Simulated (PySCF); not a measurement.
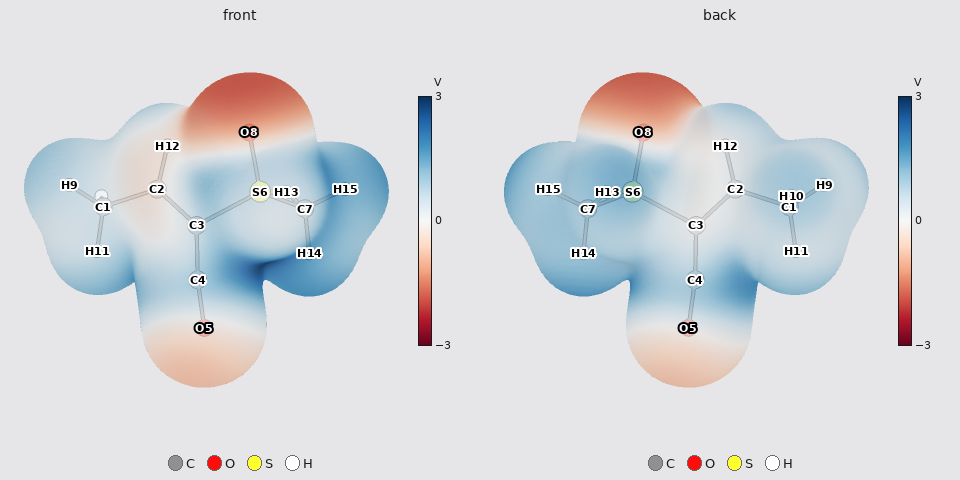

Figure. C$_{5}$H$_{7}$O$_{2}$S (doublet). The electrostatic potential painted on the density surface at 0.004 e/bohr³, seen from the front and from behind; red is negative and blue positive.

Geometry: GFN2-xTB.

Method: UKS B3LYP, pcH-1 on C H O S, non-relativistic, mean-field spin-orbit, GIAO (PySCF).

```xyz
15

C     2.4634    0.0586    0.2502
C     1.0355    0.1567    0.6444
C     0.0257    0.6020   -0.1906
C     0.0229    1.0406   -1.4313
O    -0.1070    1.3778   -2.5491
S    -1.6866    0.6950    0.5909
C    -2.2954   -0.8355   -0.2447
O    -1.4746    0.3225    1.9807
H     3.0908    0.5995    0.9612
H     2.7973   -0.9823    0.2593
H     2.6276    0.4650   -0.7450
H     0.7470   -0.1328    1.6420
H    -1.6274   -1.6587   -0.0161
H    -2.3347   -0.6528   -1.3126
H    -3.2888   -1.0476    0.1387
```

**Which sites attract a positive test charge, and which a negative one?**

A positive charge is drawn to the negative regions and a negative charge to the positive ones. The most negative region (about −1.9 V) lies over O8, the most positive (about +2.7 V) over C4 and S6. O8 is the likeliest acceptor of a hydrogen bond.
